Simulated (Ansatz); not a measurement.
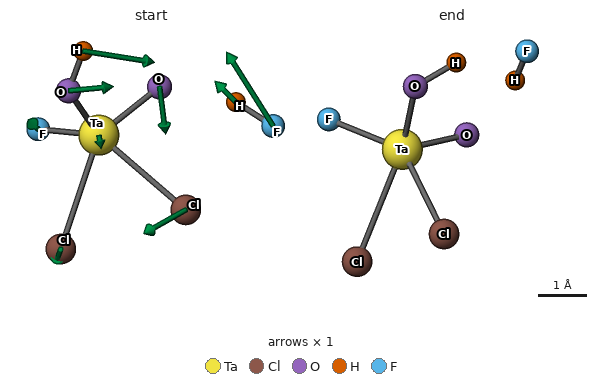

The structure of TaH2O2Cl2F2 (multiplicity 2) before (left) and after (right) a relaxation, at one scale. The green arrows give the displacements, at their true length.

A ball-and-stick model, seen from a free direction.

The run prepares an end point of a later path (reaction) calculation, from a guessed geometry.

Computed with UKS PBE/def2-SVP (Ansatz).

The input:
```yaml
crystal:
  periodic: [false, false, false]
  atoms:
    - { symbol: Ta, position_ang: [-0.249208, 0.011258, 0.007455] }
    - { symbol: Cl, position_ang: [2.026244, -0.413111, -0.85862] }
    - { symbol: O, position_ang: [0.53055, 0.084109, 1.576055] }
    - { symbol: H, position_ang: [2.115495, -0.19271, 1.873565] }
    - { symbol: Cl, position_ang: [-0.012222, 0.414468, -2.513894] }
    - { symbol: F, position_ang: [-1.371165, 1.523881, 0.107862] }
    - { symbol: O, position_ang: [-1.307951, -1.550628, 0.067084] }
    - { symbol: H, position_ang: [-1.399369, -2.222278, 0.77017] }
    - { symbol: F, position_ang: [3.021627, -0.41579, 1.653424] }
magnetization:
  spin_polarized: true
  initial_magnetization: 1
basis:
  gaussian: { orbitals: def2-SVP }
hamiltonian:
  xc: pbe
relax:
  f_tol: 0.03
  max_steps: 50
```

Run as
```bash
ansatz run input.yaml --threads 4 --pin off --max-ram 5120MiB --backend cpu --events-out ev --progress --plain --runs-dir out
```

> Describe what moved and what it gained.

Over 20 accepted moves (21 points after the start) the energy falls by 38.8 kJ/mol. The largest force component goes from 0.43 to 0.023 eV/Å. The line search rejected the trial step at point 15 of the run. The largest move after the best rigid fit is that of F9, 1.98 Å. Largest moves by element: F 1.98 Å, H 1.70 Å, Cl 1.40 Å, O 1.12 Å, Ta 0.31 Å. Some distances before and after: Ta1–F9 3.686 → 3.355 Å, Ta1–H4 3.019 → 2.802 Å, Ta1–Cl2 2.471 → 2.509 Å, O7–H8 0.977 → 1.002 Å. Among the angles between lasting bonds that change: Cl5–Ta1–O7 102.3° → 141.9°, O3–Ta1–Cl5 146.3° → 111.7°, Cl2–Ta1–O7 112.7° → 91.1°.
